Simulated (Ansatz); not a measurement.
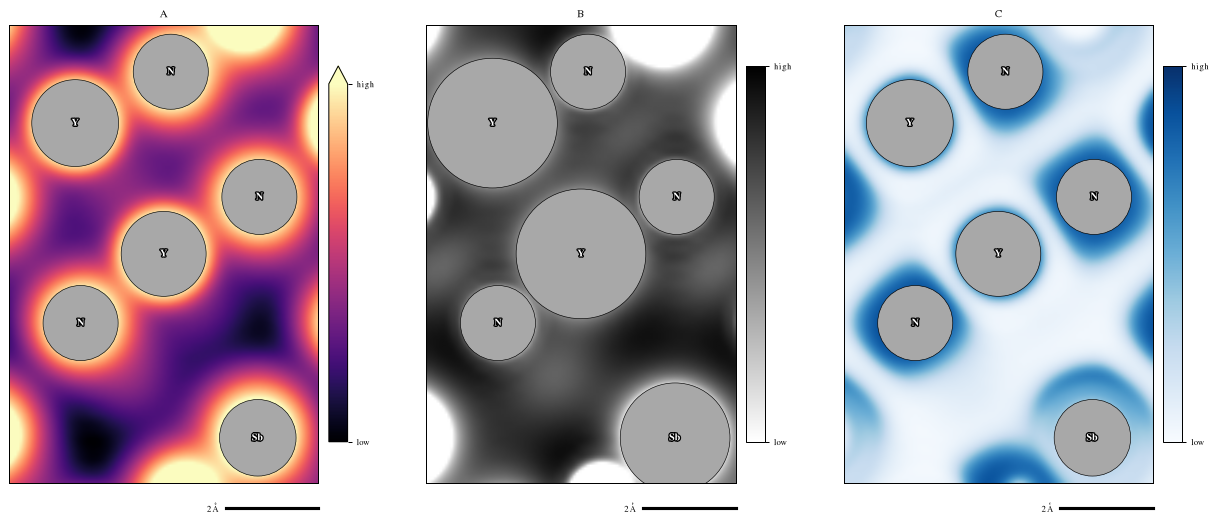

Y$_{2}$SbN$_{3}$: 3 fields on the (010) plane of the conventional cell, with unlabelled colour scales. Grey discs cover the atomic cores.

Space group P2₁/m; a structure from a database of computed crystals, not necessarily the ambient phase; started from the K2NaCl3-164 prototype, which need not be the ambient phase; changed on purpose from its base cell (shaken).

These are results of Ansatz, DFT, PBEsol, plane waves, PAW, not measurements.

Q: Match the panels to the quantities (electron localisation function, electrostatic potential energy of an electron and valence pseudo-density).

A: Panel A: valence pseudo-density. Panel B: electrostatic potential energy of an electron (low next to the atoms, rising into the space between them). Panel C: electron localisation function.
